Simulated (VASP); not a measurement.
Energy against volume of PbS (rock salt). These are MS2 meta-GGA, VASP's PBE PAW potentials (set 64) (plane waves; VASP) values and carry that method's errors.

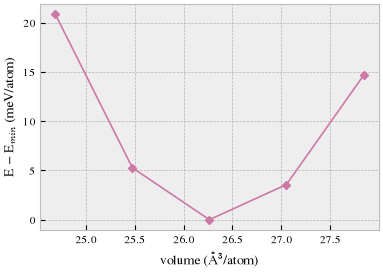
Energy against volume

Q: Estimate the equilibrium volume and the bulk modulus.

A: The minimum lies near 26.3 Å³/atom, and the curvature gives B0 of about 59 GPa.

Measured: a 5.914 Å at 120 K (computed value off by +0.6 %), as given by Noda, Masumoto, Ohba, Saito, Toriumi, Iwata, Shibuya, Acta Cryst. C 43, 1443 (1987), by a structure database's card. The calculation is for a static lattice, while the measured a holds thermal and zero-point effects, which are part of the difference.

The compound is PbS in the rock salt structure. It was relaxed first.
